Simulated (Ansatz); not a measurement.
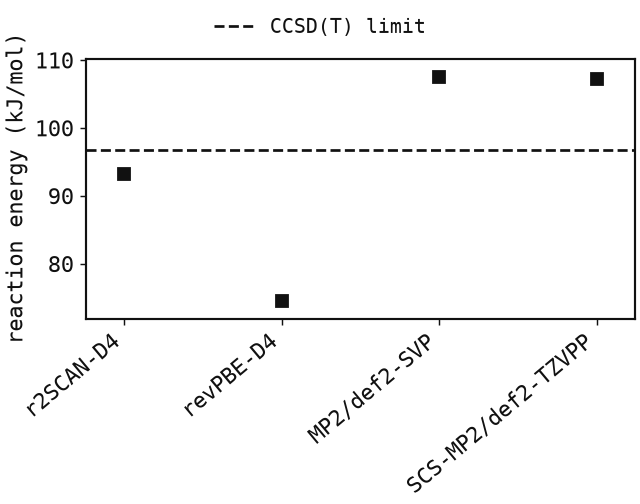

Electronic reaction energy of AlN₂H₅ ([NH2][AlH][NH2]) + SiH₄O (O[SiH3]) → AlSiNH₆O ([NH2][AlH][SiH2]O) + NH₃ (N) (SMILES in brackets) at several levels (functionals in def2-TZVPP unless a basis is named), isolated molecules at PBE0-D4 triple-zeta geometries, minima by their frequencies, no zero-point or thermal terms, the Ansatz code 0.2.0. The line is frozen-core CCSD(T) at the basis limit (MP2 extrapolated from triple and quadruple zeta, plus CCSD(T) less MP2 in a smaller set). The distance of MP2/def2-SVP and SCS-MP2/def2-TZVPP to the limit includes basis error.

**Which level comes closest to the line (CCSD(T) limit), and which misses most?**

Closest r2SCAN-D4 (93.3 kJ/mol), against 96.8 kJ/mol; farthest revPBE-D4 (74.6 kJ/mol).

**Give the values.**

```
             level  kJ/mol  less CCSD(T) limit
         r2SCAN-D4    93.3                −3.5
         revPBE-D4    74.6               −22.2
      MP2/def2-SVP   107.6                10.8
SCS-MP2/def2-TZVPP   107.2                10.4
     CCSD(T) limit    96.8                 0.0
```

Caveats: one conformer of each flexible molecule.
